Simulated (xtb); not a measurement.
## Frequency calculation, with input and output: C5H13In (part 2 of 2)

The same run, continued: C5H13In (InMe2(nPr)); GFN2-xTB (xtb 6.7.1 later snapshot). The geometry was optimised with GFN2-xTB.

Geometry of the input (Å):
```
In 0.9196  0.9054  -0.3885
C  2.9791  1.2192  -1.2468
H  2.9043  1.7551  -2.1928
H  3.4827  0.2684  -1.4172
H  3.5752  1.8184  -0.5587
C  -0.3365  2.6906  0.1428
H  -0.5718  2.6846  1.2066
H  -1.2714  2.6765  -0.4164
H  0.2029  3.6066  -0.0941
C  0.0706  -1.1681  -0.0424
C  -1.3236  -1.0818  0.5637
C  -1.9266  -2.4642  0.8078
H  0.7434  -1.7197  0.6207
H  0.0409  -1.7018  -0.9969
H  -1.9828  -0.5186  -0.1067
H  -1.2791  -0.5391  1.5150
H  -1.3016  -3.0363  1.4911
H  -2.9217  -2.3795  1.2405
H  -2.0036  -3.0159  -0.1274
```

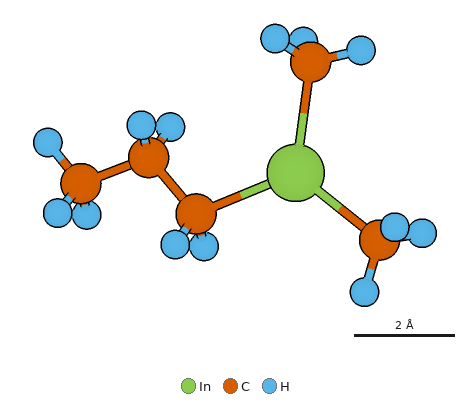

Fig. 1: The structure (ball-and-stick view, seen at a tilt). Sticks mark near contacts.

**What the program printed, continued**
```
Topologies differ in total number of bonds
Writing topology from bond orders to xtbtopo.mol

molecular dipole:
                 x           y           z       tot (Debye)
 q only:       -0.053      -0.050       0.023
   full:       -0.051      -0.056       0.022       0.201
molecular quadrupole (traceless):
                xx          xy          yy          xz          yz          zz
 q only:        0.425       0.197      -0.632      -0.101      -0.085       0.207
  q+dip:        0.721      -0.110      -0.130      -0.648       0.045      -0.591
   full:       -0.826      -0.034      -1.661       1.686      -0.004       2.487

           -------------------------------------------------
          |               Frequency Printout                |
           -------------------------------------------------
 projected vibrational frequencies (cm⁻¹)
eigval :       -0.00    -0.00    -0.00     0.00     0.00     0.00
eigval :      -14.43    33.88    39.75    54.29    65.38    94.34
eigval :      115.33   160.35   230.79   258.14   399.85   446.49
eigval :      512.34   536.81   552.26   564.79   617.95   621.85
eigval :      802.33   936.50   962.47  1040.37  1093.09  1141.49
eigval :     1200.58  1210.54  1214.21  1268.81  1317.68  1411.24
eigval :     1448.63  1452.17  1454.58  1456.56  1457.28  1479.28
eigval :     1502.66  1505.53  2905.08  2912.56  2919.64  2925.72
eigval :     2967.88  2970.67  2973.46  2973.81  2977.29  2981.08
eigval :     3021.24  3021.96  3027.34
 reduced masses (amu)
    1:      3.60    2:      3.15    3:      8.88    4:      7.64    5:      8.94    6:      3.65
    7:      1.21    8:      1.51    9:      1.03   10:      3.24   11:      2.20   12:      2.80
   13:      2.97   14:      4.03   15:      1.08   16:      3.53   17:      4.22   18:      4.59
   19:      2.60   20:      1.13   21:      1.15   22:      1.24   23:      1.23   24:      1.21
   25:      1.11   26:      1.82   27:      1.06   28:      1.90   29:      2.55   30:      1.55
   31:      1.20   32:      1.53   33:      1.18   34:      1.11   35:      1.39   36:      1.22
   37:      1.07   38:      1.07   39:      1.08   40:      1.09   41:      1.07   42:      1.09
   43:      1.05   44:      1.06   45:      1.09   46:      1.10   47:      1.05   48:      1.05
   49:      1.03   50:      1.10   51:      1.06   52:      1.08   53:      1.07   54:      1.09
   55:      1.09   56:      1.09   57:      1.03
 IR intensities (km·mol⁻¹)
    1:      0.00    2:      0.00    3:      0.00    4:      0.00    5:      0.00    6:      0.00
    7:      0.00    8:      0.00    9:      0.00   10:      0.39   11:      0.01   12:      3.44
Molecule has no symmetry elements
It seems to be the C1 point group
   13:      0.46   14:      7.91   15:      0.02   16:      6.69   17:     24.80   18:     59.33
   19:     17.43   20:      0.19   21:      4.25   22:     53.40   23:     85.91   24:    144.74
   25:      0.50   26:      2.24   27:      5.79   28:     16.56   29:      6.28   30:     26.39
   31:     18.35   32:      0.03   33:      8.28   34:      0.33   35:      0.53   36:      0.32
   37:      0.60   38:      0.37   39:      0.09   40:      2.26   41:      0.76   42:      0.29
   43:      2.57   44:      1.39   45:      1.13   46:     92.01   47:     76.60   48:      0.57
   49:      7.68   50:     13.19   51:     22.01   52:     42.16   53:     58.54   54:     82.63
   55:     58.04   56:     50.89   57:     37.18
 Raman intensities (Ä⁴*amu⁻¹)
    1:      0.00    2:      0.00    3:      0.00    4:      0.00    5:      0.00    6:      0.00
    7:      0.00    8:      0.00    9:      0.00   10:      0.00   11:      0.00   12:      0.00
   13:      0.00   14:      0.00   15:      0.00   16:      0.00   17:      0.00   18:      0.00
   19:      0.00   20:      0.00   21:      0.00   22:      0.00   23:      0.00   24:      0.00
   25:      0.00   26:      0.00   27:      0.00   28:      0.00   29:      0.00   30:      0.00
   31:      0.00   32:      0.00   33:      0.00   34:      0.00   35:      0.00   36:      0.00
   37:      0.00   38:      0.00   39:      0.00   40:      0.00   41:      0.00   42:      0.00
   43:      0.00   44:      0.00   45:      0.00   46:      0.00   47:      0.00   48:      0.00
   49:      0.00   50:      0.00   51:      0.00   52:      0.00   53:      0.00   54:      0.00
   55:      0.00   56:      0.00   57:      0.00
 output can be read by thermo (or use thermo option).
 writing <g98.out> molden fake output.
 recommended (thermochemical) frequency scaling factor: 1.0
           -------------------------------------------------
          |             Thermodynamic Functions             |
           -------------------------------------------------

c1  symmetry found (for desy threshold:  0.10E+00) used in thermo
 inverting freq            1   14.432990080722634

          ...................................................
          :                      SETUP                      :
          :.................................................:
          :  # frequencies                          51      :
          :  # imaginary freq.                       0      :
          :  linear?                             false      :
          :  only rotor calc.                    false      :
          :  symmetry                               c1      :
          :  rotational number                       1      :
          :  scaling factor                  1.0000000      :
          :  rotor cutoff                   50.0000000 cm⁻¹ :
          :  imag. cutoff                  -20.0000000 cm⁻¹ :
          :.................................................:

    mode    ω/cm⁻¹     T·S(HO)/kcal·mol⁻¹    T·S(FR)/kcal·mol⁻¹   T·S(vib)
   ------------------------------------------------------------------------
       1     14.43    -2.17115 (  0.69%)    -1.42384 ( 99.31%)    -1.42899
       2     33.88    -1.66608 ( 17.42%)    -1.17149 ( 82.58%)    -1.25762
       3     39.75    -1.57164 ( 28.55%)    -1.12419 ( 71.45%)    -1.25195
       4     54.29    -1.38781 ( 58.15%)    -1.03197 ( 41.85%)    -1.23890
       5     65.38    -1.27844 ( 74.51%)    -0.97694 ( 25.49%)    -1.20159
       6     94.34    -1.06382 ( 92.69%)    -0.86836 (  7.31%)    -1.04953
       7    115.33    -0.94727 ( 96.59%)    -0.80886 (  3.41%)    -0.94254
       8    160.35    -0.75900 ( 99.06%)    -0.71126 (  0.94%)    -0.75856
       9    230.79    -0.55836 ( 99.78%)    -0.60340 (  0.22%)    -0.55846
      10    258.14    -0.49920 ( 99.86%)    -0.57023 (  0.14%)    -0.49930
   ------------------------------------------------------------------------

   temp. (K)  partition function   enthalpy   heat capacity  entropy
                                   cal/mol     cal/K/mol   cal/K/mol   J/K/mol
 298.15  VIB  0.485E+06             5872.557     29.452     39.959
         ROT  0.515E+06              888.727      2.981     29.118
         INT  0.250E+12             6761.285     32.433     69.077
         TR   0.789E+26             1481.212      4.968     41.599
         TOT                        8242.4972    37.4011   110.6762   463.0691

       T/K    H(0)-H(T)+PV         H(T)/Eh          T*S/Eh         G(T)/Eh
   ------------------------------------------------------------------------
    298.15    0.131353E-01    0.170905E+00    0.525858E-01    0.118319E+00
   ------------------------------------------------------------------------

         :::::::::::::::::::::::::::::::::::::::::::::::::::::
         ::                  THERMODYNAMIC                  ::
         :::::::::::::::::::::::::::::::::::::::::::::::::::::
         :: total free energy         -18.359752519977 Eh   ::
         ::.................................................::
         :: total energy              -18.478071336745 Eh   ::
         :: zero point energy           0.157769382578 Eh   ::
         :: G(RRHO) w/o ZPVE           -0.039450565810 Eh   ::
         :: G(RRHO) contrib.            0.118318816768 Eh   ::
         :::::::::::::::::::::::::::::::::::::::::::::::::::::
imag cut-off (cm-1) :    5.00
 found            1  significant imaginary frequency
 writing imag mode distorted coords to xtbhess.xyz
 for further optimization.

           -------------------------------------------------
          | TOTAL ENERGY              -18.478071336745 Eh   |
          | TOTAL ENTHALPY            -18.307166698733 Eh   |
          | TOTAL FREE ENERGY         -18.359752519977 Eh   |
          | GRADIENT NORM               0.000051896792 Eh/α |
          | HOMO-LUMO GAP               3.479506008217 eV   |
           -------------------------------------------------

------------------------------------------------------------------------
------------------------------------------------------------------------
 total:
 *  cpu-time:     0 d,  0 h,  0 min,  1.513 sec
 * ratio c/w:     1.000 speedup
 SCF:
 *  cpu-time:     0 d,  0 h,  0 min,  0.015 sec
 * ratio c/w:     0.998 speedup
 analytical hessian:
 *  cpu-time:     0 d,  0 h,  0 min,  1.485 sec
 * ratio c/w:     1.000 speedup
```

**File vibspectrum**
```
$vibrational spectrum
#  mode     symmetry     wave number   IR intensity    selection rules
#                         cm**(-1)      (km*mol⁻¹)        IR
     1                      -0.00         0.00000          -
     2                      -0.00         0.00000          -
     3                      -0.00         0.00000          -
     4                       0.00         0.00000          -
     5                       0.00         0.00000          -
     6                       0.00         0.00000          -
     7        a            -14.43         0.00320         NO
     8        a             33.88         0.00190         NO
     9        a             39.75         0.00217         NO
    10        a             54.29         0.39423         YES
    11        a             65.38         0.00651         NO
    12        a             94.34         3.43620         YES
    13        a            115.33         0.45623         YES
    14        a            160.35         7.90667         YES
    15        a            230.79         0.02113         YES
    16        a            258.14         6.69250         YES
    17        a            399.85        24.80418         YES
    18        a            446.49        59.32739         YES
    19        a            512.34        17.42537         YES
    20        a            536.81         0.19337         YES
    21        a            552.26         4.25099         YES
    22        a            564.79        53.40138         YES
    23        a            617.95        85.91150         YES
    24        a            621.85       144.74444         YES
    25        a            802.33         0.49580         YES
    26        a            936.50         2.24337         YES
    27        a            962.47         5.79327         YES
    28        a           1040.37        16.56377         YES
    29        a           1093.09         6.27571         YES
    30        a           1141.49        26.38516         YES
    31        a           1200.58        18.35083         YES
    32        a           1210.54         0.03429         YES
    33        a           1214.21         8.27791         YES
    34        a           1268.81         0.32758         YES
    35        a           1317.68         0.52926         YES
    36        a           1411.24         0.31964         YES
    37        a           1448.63         0.59819         YES
    38        a           1452.17         0.36558         YES
    39        a           1454.58         0.08998         YES
    40        a           1456.56         2.25704         YES
    41        a           1457.28         0.75589         YES
    42        a           1479.28         0.29383         YES
    43        a           1502.66         2.57115         YES
    44        a           1505.53         1.39177         YES
    45        a           2905.08         1.12570         YES
    46        a           2912.56        92.01041         YES
    47        a           2919.64        76.59896         YES
    48        a           2925.72         0.56978         YES
    49        a           2967.88         7.68460         YES
    50        a           2970.67        13.19321         YES
    51        a           2973.46        22.00810         YES
    52        a           2973.81        42.16003         YES
    53        a           2977.29        58.54475         YES
    54        a           2981.08        82.63383         YES
    55        a           3021.24        58.03937         YES
    56        a           3021.96        50.88988         YES
    57        a           3027.34        37.18051         YES
$end
```

**Standard error**
```
normal termination of xtb
```

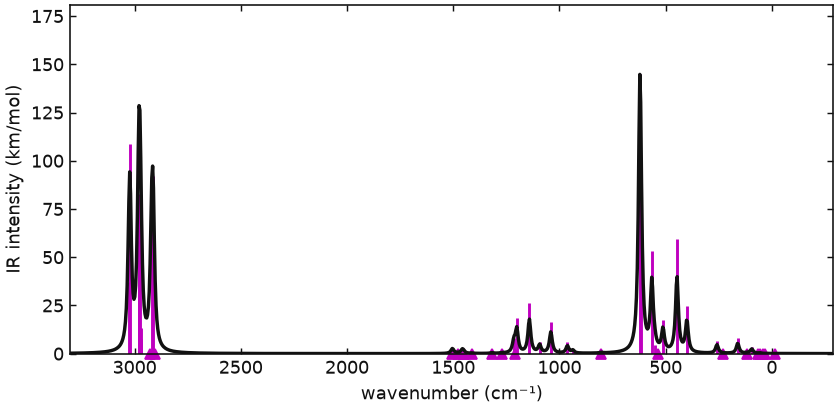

Fig. 2: Harmonic infrared spectrum, unscaled: sticks (degenerate modes added up, dark ones marked on the axis) with a Lorentzian envelope of 16 cm⁻¹ full width, scaled to the tallest stick; imaginary modes are drawn at negative wavenumbers. 51 modes from 14i to 3027 cm⁻¹, 1 imaginary beyond 8i (14i cm⁻¹): not a clean minimum; so soft a mode can be a shallow saddle, an incomplete relaxation or noise of the force constants. The strongest line is at 622 cm⁻¹ (145 km/mol).

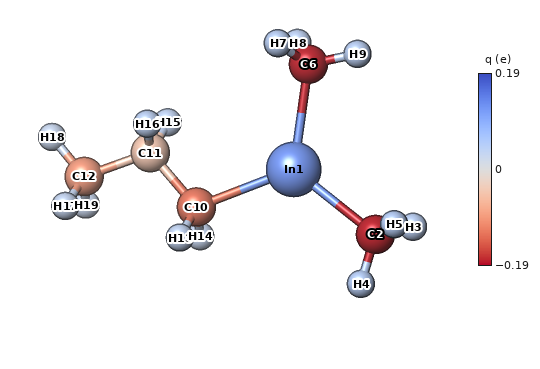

Fig. 3: Mulliken charges, as the colour of each atom (ball-and-stick view, seen at a tilt; atoms are numbered from 1 in the order of the input). By element: In +0.12, C −0.18 to −0.05 and H +0.03 to +0.05 e.

**Key numbers**

| quantity | value |
| --- | --- |
| outcome | converged |
| electrons treated | 36 |
| total energy | −18.478071 hartree |
| dispersion energy | −0.009877 hartree |
| basis functions | 43 |
| HOMO | −9.71 eV |
| LUMO | −6.23 eV |
| zero-point energy | 0.157769 hartree |
| dipole moment | 0.20 D |
| wavenumbers, lowest and highest | 14i and 3027 cm⁻¹ |
| wall time | 1.6 s |
| peak memory | 0.074 GiB |
